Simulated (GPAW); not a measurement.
# Core-hole calculation of the N K edge in wurtzite (GaN)₁₋ₓ(InN)ₓ at x = 0.125, part 2 of 3

Aim: the N K edge in wurtzite (GaN)₁₋ₓ(InN)ₓ at x = 0.125, one member of a composition series.

GPAW 26.7.0; X-ray absorption from dipole matrix elements to empty bands, plane-wave PAW PBE.

So far. Step 3 (The field without a hole): The mesh shows a gap of 1.45 eV. The excited electron is kept all the same, so that all members of the series, with or without a gap, are treated alike.

### Step 5. Spectrum with XCH, N atom 2

The holes are 5.2 Å apart. In GPAW the data set carries the hole's charge, so charge=0 means a charged cell and charge=-1 a neutral one. The excited electron is kept in the cell, where it fills the lowest empty states and screens the hole. After the field has converged, empty bands are computed with the density fixed and the dipole matrix elements are summed.

The absorber has 4 Ga at 1.97 Å (tetrahedral).

xas.py reads:

```python
import numpy as np
from ase import Atoms
from ase.parallel import parprint, paropen
from gpaw import GPAW, PW, FermiDirac, Mixer, MixerDif, setup_paths
from gpaw.test import gen
setup_paths.insert(0, '.')
gen('N', name='fch1s', xcname='PBE', corehole=(1, 0, 1), write_xml=True)
from gpaw.mpi import world
world.barrier()

atoms = Atoms('GaNGaNGaNGaNGaNGaNGaNInN',
    cell=[[6.467, 0, 0],
     [0, 5.600586, 0],
     [0, 0, 5.24975]],
    scaled_positions=[[0.0042553, 0.0030428, 0.0001471],
     [0.0018839, 0.3344439, 0.1258899],
     [0.0063588, 0.3345531, 0.5008239],
     [0.0159742, 0.0104707, 0.6292186],
     [0.2499647, 0.5012803, 0.000034],
     [0.2493852, 0.8314773, 0.125829],
     [0.2503676, 0.8344866, 0.4997877],
     [0.2508838, 0.5062359, 0.6254013],
     [0.4944624, 0.0028737, 0.9999169],
     [0.4978912, 0.3342316, 0.1256591],
     [0.4951199, 0.3342831, 0.5005617],
     [0.484948, 0.0102617, 0.628908],
     [0.7498735, 0.4928758, 0.9999364],
     [0.7493221, 0.8331387, 0.0947136],
     [0.7505228, 0.8334665, 0.5013701],
     [0.7506009, 0.4756669, 0.6275553]],
    pbc=True)
atoms.calc = calc = GPAW(legacy_gpaw=True, mode=PW(500, force_complex_dtype=True), xc='PBE', setups={1: 'fch1s'},
    kpts={'size': (3, 3, 3), 'gamma': True}, occupations=FermiDirac(0.04),
    charge=-1, mixer=Mixer(0.1, 5, 50), maxiter=150,
    convergence={'density': 0.0001, 'eigenstates': 1e-6}, txt='scf.txt')
energy = atoms.get_potential_energy() + calc.get_reference_energy()
ef = calc.get_fermi_level()
out = dict(energy=energy, fermi=ef, forces=atoms.get_forces().tolist())
parprint(f'all-electron energy {energy:.4f} eV, Fermi level {ef:.4f} eV')
ev = np.array([[calc.get_eigenvalues(k, s) for k in range(len(calc.get_ibz_k_points()))] for s in range(calc.get_number_of_spins())])
out['homo'], out['lumo'], out['counts'] = ev[ev < ef].max(), ev[ev > ef].min(), sorted(set((ev < ef).sum((0, 2)).tolist()))
out['filled'] = (ev[:, 0] < ef).sum(1).tolist()

from ase.units import Ha
from gpaw.xas import dipole_matrix_elements
nb = int(calc.get_number_of_electrons() / 2) + 99
top, nb = nb, nb + 8 + nb // 12
nscf = calc.fixed_density(kpts={'size': (4, 4, 4), 'gamma': True}, nbands=nb,
    convergence={'bands': top, 'eigenstates': 5e-3}, maxiter=60, txt='nscf.txt')
cell = atoms.cell.array
ops = [cell.T @ U.T @ np.linalg.inv(cell.T) for U in nscf.wfs.kd.symmetry.op_scc]
filled = [37]  # bands filled in the ground state, by spin
E = np.arange(-6, 30, 0.1)
fwhm = np.interp(E, [4, 25], [0.9, 3.5])
Y, X, zero, highest = 0, 0, 1e9, 1e9
for spin in range(nscf.get_number_of_spins()):
    wfs = nscf.wfs
    mine = wfs.bd.get_slice()  # this rank's bands
    A = dipole_matrix_elements(wfs.setups[1])
    eps = np.zeros((wfs.kd.nibzkpts, nb))
    d = np.zeros((3, A.shape[1], wfs.kd.nibzkpts, nb), complex)
    for kpt in wfs.kpt_u:
        if kpt.s == spin and 1 in kpt.P_ani:
            eps[kpt.k, mine] = kpt.eps_n * Ha
            d[:, :, kpt.k, mine] = (kpt.weight * wfs.nspins / 2) ** 0.5 * np.inner(A, kpt.P_ani[1])
    world.sum(eps)
    world.sum(d)
    T = np.einsum('amkn,bmkn->abkn', d, d.conj()).real
    T = sum(np.einsum('ai,ijkn,bj->abkn', R, T, R) for R in ops) / len(ops)
    empty = np.ones_like(eps, bool) & (np.arange(nb) >= filled[spin])
    zero, highest = min(zero, eps[empty].min()), min(highest, eps[:, top - 1].min())
    lines = [(eps, T, empty)] if spin == 0 else lines + [(eps, T, empty)]
for eps, T, empty in lines:
    f = np.einsum('aakn->akn', T).reshape(3, -1)
    x = eps.ravel() - zero
    w = np.interp(x, E, fwhm) / 2.35482
    g = np.exp(-0.5 * ((E[:, None] - x) / w) ** 2) / (w * (2 * np.pi) ** 0.5)
    Y = Y + (f * empty.ravel()) @ g.T
    X = X + (f * ~empty.ravel()) @ g.T
out.update(E=E.round(2).tolist(), xas=Y.tolist(), xes=X.tolist(), zero=zero, valid=highest - zero, nk=len(eps), nb=nb)
for i in range(0, len(E), 10):
    parprint(f'{E[i]:7.2f}', *(f'{v:10.3e}' for v in Y[:, i]))
import json
with paropen('out.json', 'w') as f:
    json.dump(out, f)
```

Started as:

```sh
$ OMP_NUM_THREADS=1 mpirun -n 4 gpaw python xas.py
```

Numbers of over 12 decimals in the logs are rounded to 6 here.

The program printed:

```text
Input parameters:
  charge: -1
  convergence: {density: 0.0001,
                eigenstates: 1e-06}
  kpts: {gamma: True,
         size: (3, 3, 3)}
  maxiter: 150
  mixer: {backend: pulay,
          beta: 0.1,
          method: separate,
          nmaxold: 5,
          weight: 50}
  mode: {ecut: 500.0,
         force_complex_dtype: True,
         name: pw}
  occupations: {fixmagmom: False,
                name: fermi-dirac,
                width: 0.04}
  setups: {1: fch1s}
  xc: PBE

Initialize ...

[... PAW data sets ...]

Reference energy: -541601.633778  # eV

Spin-paired calculation

[... convergence settings ...]
Symmetries present (total): 1
  [... symmetry matrices ...]

27 k-points: 3 x 3 x 3 Monkhorst-Pack grid
14 k-points in the irreducible part of the Brillouin zone
       k-points in crystal coordinates                weights
   0:     0.00000000    0.00000000    0.00000000          1/27
   1:     0.00000000    0.00000000    0.33333333          2/27
   2:     0.00000000    0.33333333   -0.33333333          2/27
   3:     0.00000000    0.33333333    0.00000000          2/27
   4:     0.00000000    0.33333333    0.33333333          2/27
   5:     0.33333333   -0.33333333   -0.33333333          2/27
   6:     0.33333333   -0.33333333    0.00000000          2/27
   7:     0.33333333   -0.33333333    0.33333333          2/27
   8:     0.33333333    0.00000000   -0.33333333          2/27
   9:     0.33333333    0.00000000    0.00000000          2/27
          ...
  13:     0.33333333    0.33333333    0.33333333          2/27

Wave functions: Plane wave expansion
  Cutoff energy: 500.000 eV
  Number of coefficients (min, max): 4802, 4854
  Pulay-stress correction: 0.000000 eV/Ang^3 (de/decut=0.000000)
  Using FFTW library
  Wavefunction extrapolation:
    Improved wavefunction reuse through dual PAW basis

Occupation numbers: Fermi-Dirac:
  width: 0.0400  # eV

Eigensolver
   Davidson(niter=2)

Densities:
  Coarse grid: 35*30*28 grid
  Fine grid: 70*60*56 grid
  Total Charge: 0.000000

Density mixing:
  Method: separate
  Backend: pulay
  Linear mixing parameter: 0.1
  old densities: 5
  Width of damping distribution: 1.1
  Damping of long wavelength oscillations: 50

[... Hamiltonian set-up ...]
Number of atoms: 16
Number of atomic orbitals: 69
Number of bands in calculation: 49
Number of valence electrons: 75
Bands to converge: occupied

... initialized

Initializing position-dependent things.

Density initialized from atomic densities
Creating initial wave functions:
  49 bands from LCAO basis set

Positions:
   0 Ga     0.027519    0.017041    0.000772    ( 0.0000,  0.0000,  0.0000)
   1 N      0.012183    1.873082    0.660891    ( 0.0000,  0.0000,  0.0000)
   2 Ga     0.041122    1.873693    2.629200    ( 0.0000,  0.0000,  0.0000)
   3 N      0.103305    0.058642    3.303240    ( 0.0000,  0.0000,  0.0000)
   4 Ga     1.616522    2.807463    0.000178    ( 0.0000,  0.0000,  0.0000)
   5 N      1.612774    4.656760    0.660571    ( 0.0000,  0.0000,  0.0000)
   6 Ga     1.619127    4.673614    2.623760    ( 0.0000,  0.0000,  0.0000)
[...]
13 N      4.845866    4.666065    0.497223    ( 0.0000,  0.0000,  0.0000)
  14 In     4.853631    4.667901    2.632068    ( 0.0000,  0.0000,  0.0000)
  15 N      4.854136    2.664013    3.294508    ( 0.0000,  0.0000,  0.0000)

Unit cell:
           periodic     x           y           z      points  spacing
  1. axis:    yes    6.467000    0.000000    0.000000    35     0.1848
  2. axis:    yes    0.000000    5.600586    0.000000    30     0.1867
  3. axis:    yes    0.000000    0.000000    5.249750    28     0.1875

  Lengths:   6.467000   5.600586   5.249750
  Angles:   90.000000  90.000000  90.000000

Effective grid spacing dv^(1/3) = 0.1863

iter:   1  -123.562494
iter:   2  -114.717318   -1.04  -0.66
iter:   3  -104.944884   -0.28  -0.75
iter:   4  -104.845712   -1.81  -1.16
iter:   5  -105.115396   -1.65  -1.22
iter:   6  -104.875086   -1.27  -1.59
iter:   7  -104.638479   -1.82  -1.69
iter:   8  -104.625302   -3.31  -2.34
iter:   9  -104.625578c  -3.79  -2.51
iter:  10  -104.622959c  -3.83  -2.51
iter:  11  -104.623258c  -3.89  -2.94
iter:  12  -104.622651c  -4.67  -3.03
iter:  13  -104.622643c  -5.36  -3.41
iter:  14  -104.622641c  -5.64  -3.47
iter:  15  -104.622626c  -6.14c -3.73
iter:  16  -104.622624c  -6.95c -3.90
iter:  17  -104.622624c  -7.23c -4.06c

Converged after 17 iterations.

Dipole moment: (-9.029285, -2.080293, -6.918963) |e|*Ang

Energy contributions relative to reference atoms: (reference = -541601.633778)

Kinetic:       +254.344931
Potential:     -221.696762
External:        +0.000000
XC:            -137.193222
Entropy (-ST):   -0.016201
Local:           -0.069471
SIC:             +0.000000
--------------------------
Free energy:   -104.630725
Extrapolated:  -104.622624

Showing only first 2 kpts
 Kpt  Band  Eigenvalues  Occupancy
  0    35      6.47127    2.00000
  0    36      6.61303    2.00000
  0    37      7.69135    2.00000
  0    38     10.30517    0.00075

  1    35      6.29472    2.00000
  1    36      6.41846    2.00000
  1    37      9.36002    2.00000
[...]
Fermi level: 9.98988

No gap
No difference between direct/indirect transitions

Forces in eV/Ang:
  0 Ga   -0.03583   -1.23089   -0.35220
  1 N     0.05457   -0.07064    0.09728
  2 Ga   -0.04939    0.04343    1.11888
  3 N     0.04588    0.43271   -0.00372
  4 Ga    1.06427    0.60012   -0.33949
  5 N    -0.27607    0.04996    0.01554
  6 Ga    0.16458    0.05165    0.04219
[...]
13 N     0.29845    0.05264   -0.09150
 14 In   -0.14608   -0.00075   -0.06150
 15 N     0.32449   -0.25336    0.04195
Scalar-relativistic atomic PBE calculation for N (Nitrogen, Z=7)
Core hole in 1s state (1s occupation: 1.0)
300 radial gridpoints.
|------------------------------------------------|
|------------------------------------------------|
[... the atom generator's iteration count ...]

Energy contributions:
-------------------------
Kinetic:      +38.893141
XC:            -4.740592
Potential:    -73.160590
-------------------------
Total:        -39.008042

state      eigenvalue         ekin         rmax
-----------------------------------------------
1s^1.0 :   -16.784323    23.680985        0.144
2s^2.0 :    -1.344151     3.188451        0.910
2p^3.0 :    -0.921356     2.945085        0.787
-----------------------------------------------
(units: Bohr and Hartree)

Generating PAW setup
Kinetic energy of the core from tauc = 23.696066
Cutoffs:
rc(s)=1.140
rc(p)=1.000
rc(d)=1.090
rc(vbar)=1.120
rc(comp)=1.090
rc(nct)=1.140

Kinetic energy of the core states: 23.680985
Charge: 1.0
Core electrons: 1.0
Valence electrons: 5.0
Pseudo-core charge: 0.003697
Shape function alpha=8.417
Pseudo-electron charge 4.916039
state    eigenvalue         norm
--------------------------------
2s(2) :    -1.344151     1.101188
*s    :    -0.344151
2p(3) :    -0.921356     0.903322
*p    :     0.078644
*d    :     0.000000
--------------------------------

Diagonalizing with gridspacing h=0.050

state   all-electron     PAW
-------------------------------
2s:      -1.344151    -1.345632
2p:      -0.921356    -0.925433
*d:                   -0.065555
*f:                   -0.013847
-------------------------------
all-electron energy -541706.2564 eV, Fermi level 9.9899 eV
[...]
27.00  8.736e-05  8.133e-05  8.007e-05
  28.00  8.569e-05  7.939e-05  6.753e-05
  29.00  7.698e-05  7.319e-05  5.533e-05
```

It took 2.4 min on 4 MPI ranks of Arm Neoverse V1, shared host; peak memory 0.49 GiB; 9.4 min of CPU time.

The N K spectrum, N atom 2, excited-electron core hole (neutral cell) (energy from the bottom of the conduction band, which holds the excited electron; intensity scaled to a mean of 1 over the first 20 eV):

| E (eV) | isotropic | ε ∥ x | ε ∥ y | ε ∥ z |
| --- | --- | --- | --- | --- |
| -2.0 | 0.00 | 0.00 | 0.00 | 0.00 |
| -0.5 | 0.00 | 0.00 | 0.00 | 0.00 |
| 1.0 | 0.07 | 0.09 | 0.08 | 0.05 |
| 2.5 | 0.75 | 0.91 | 0.78 | 0.57 |
| 4.0 | 2.35 | 2.13 | 2.36 | 2.54 |
| 5.5 | 3.21 | 3.37 | 3.72 | 2.54 |
| 7.0 | 1.48 | 1.46 | 1.20 | 1.76 |
| 8.5 | 1.15 | 0.98 | 0.96 | 1.52 |
| 10.0 | 0.79 | 0.82 | 0.97 | 0.58 |
| 11.5 | 0.85 | 1.03 | 0.98 | 0.53 |
| 13.0 | 0.50 | 0.49 | 0.43 | 0.59 |
| 14.5 | 0.32 | 0.24 | 0.27 | 0.46 |
| 16.0 | 0.42 | 0.37 | 0.40 | 0.51 |
| 17.5 | 0.56 | 0.52 | 0.53 | 0.65 |
| 19.0 | 0.74 | 0.74 | 0.72 | 0.77 |
| 20.5 | 0.88 | 0.95 | 0.94 | 0.76 |
| 22.0 | 1.04 | 1.08 | 1.12 | 0.93 |
| 23.5 | 0.96 | 0.92 | 0.95 | 1.00 |
| 25.0 | 0.76 | 0.72 | 0.73 | 0.84 |

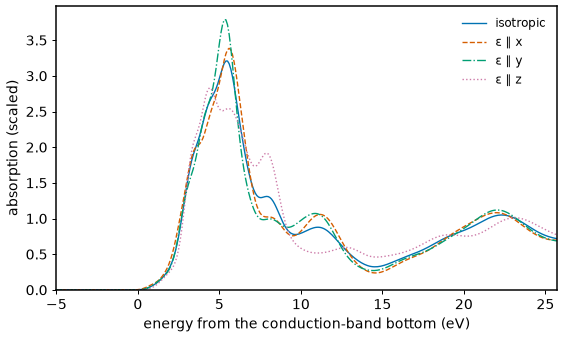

The N K edge, N atom 2, excited-electron core hole (neutral cell): main maxima at 5.4, 11.0 and 22.3 eV.

Main maxima below 24 eV (height): 5.4 eV (3.21), 11.0 eV (0.88) and 22.3 eV (1.05). A K edge sees empty p states on the absorber.

The total-energy difference is 406.34 eV. One term is added: -7.82 eV, since the hole is spin-paired here and a spin-polarised one costs that much less in the free atom (computed apart). The photon energy is then 398.52 eV. The functional leaves an error of a few eV in such absolute values.

### Step 6. Cell without a hole, the energy reference

The absorbing element, whose data set is made anew, changes for the next run, so it gets a reference energy of its own.

scf.py reads:

```python
import numpy as np
from ase import Atoms
from ase.parallel import parprint, paropen
from gpaw import GPAW, PW, FermiDirac, Mixer, MixerDif, setup_paths
from gpaw.test import gen
setup_paths.insert(0, '.')
gen('Ga', name='nch1s', xcname='PBE', corehole=(1, 0, 0), write_xml=True)
from gpaw.mpi import world
world.barrier()

atoms = Atoms('GaNGaNGaNGaNGaNGaNGaNInN',
    cell=[[6.467, 0, 0],
     [0, 5.600586, 0],
     [0, 0, 5.24975]],
    scaled_positions=[[0.0042553, 0.0030428, 0.0001471],
     [0.0018839, 0.3344439, 0.1258899],
     [0.0063588, 0.3345531, 0.5008239],
     [0.0159742, 0.0104707, 0.6292186],
     [0.2499647, 0.5012803, 0.000034],
     [0.2493852, 0.8314773, 0.125829],
     [0.2503676, 0.8344866, 0.4997877],
     [0.2508838, 0.5062359, 0.6254013],
     [0.4944624, 0.0028737, 0.9999169],
     [0.4978912, 0.3342316, 0.1256591],
     [0.4951199, 0.3342831, 0.5005617],
     [0.484948, 0.0102617, 0.628908],
     [0.7498735, 0.4928758, 0.9999364],
     [0.7493221, 0.8331387, 0.0947136],
     [0.7505228, 0.8334665, 0.5013701],
     [0.7506009, 0.4756669, 0.6275553]],
    pbc=True)
atoms.calc = calc = GPAW(legacy_gpaw=True, mode=PW(500, force_complex_dtype=True), xc='PBE', setups={0: 'nch1s'},
    kpts={'size': (3, 3, 3), 'gamma': True}, occupations=FermiDirac(0.02),
    charge=0, mixer=Mixer(0.1, 5, 50), maxiter=150,
    convergence={'density': 0.0001, 'eigenstates': 1e-6}, txt='scf.txt')
energy = atoms.get_potential_energy() + calc.get_reference_energy()
ef = calc.get_fermi_level()
out = dict(energy=energy, fermi=ef, forces=atoms.get_forces().tolist())
parprint(f'all-electron energy {energy:.4f} eV, Fermi level {ef:.4f} eV')
ev = np.array([[calc.get_eigenvalues(k, s) for k in range(len(calc.get_ibz_k_points()))] for s in range(calc.get_number_of_spins())])
out['homo'], out['lumo'], out['counts'] = ev[ev < ef].max(), ev[ev > ef].min(), sorted(set((ev < ef).sum((0, 2)).tolist()))
out['filled'] = (ev[:, 0] < ef).sum(1).tolist()
import json
with paropen('out.json', 'w') as f:
    json.dump(out, f)
```

Started as:

```sh
$ OMP_NUM_THREADS=1 mpirun -n 4 gpaw python scf.py
```

The program printed:

```text
Input parameters:
  convergence: {density: 0.0001,
                eigenstates: 1e-06}
  kpts: {gamma: True,
         size: (3, 3, 3)}
  maxiter: 150
  mixer: {backend: pulay,
          beta: 0.1,
          method: separate,
          nmaxold: 5,
          weight: 50}
  mode: {ecut: 500.0,
         force_complex_dtype: True,
         name: pw}
  occupations: {fixmagmom: False,
                name: fermi-dirac,
[...]
4s(2) :    -0.328732     1.135119
*s    :     0.671268
4p(1) :    -0.094810     1.011555
*p    :     0.905190
*d    :     0.000000
--------------------------------

Diagonalizing with gridspacing h=0.050

state   all-electron     PAW
-------------------------------
4s:      -0.328732    -0.328886
4p:      -0.094810    -0.094897
*d:                    0.028969
*f:                    0.063419
-------------------------------
all-electron energy -542112.5988 eV, Fermi level 7.4395 eV
[key lines of the parts left out:]
Converged after 14 iterations.
Dipole moment: (-8.851130, -1.961359, -6.888867) |e|*Ang
Free energy:    -90.705669
Fermi level: 7.43947
```

It took 28 s on 4 MPI ranks; peak memory 0.28 GiB; 1.9 min of CPU time.

Reference energy: -542112.599 eV with the cores included.

[end of part 2 of 3]

[Banner, clock and machine lines of the logs are left out without a mark of their own.]

[Logs are printed without paths, hosts, clocks, repeated set-up lines and the standing remarks that a program may print on its own settings, such as how far it seeks lower states.]

[Hosts, paths, dates, database ids (printed as entryN), source tags and the programs' standing remarks are cut or masked in the printed files.]

[Lists of maxima count a maximum above −3 eV only where it reaches 4 % of the highest in the window and stands out from its surroundings by 2 % of it (1.5 % where it reaches 55 %); shoulders and weaker maxima are passed over, and of the rest the first, up to two pre-edge ones and the few strongest are named.]
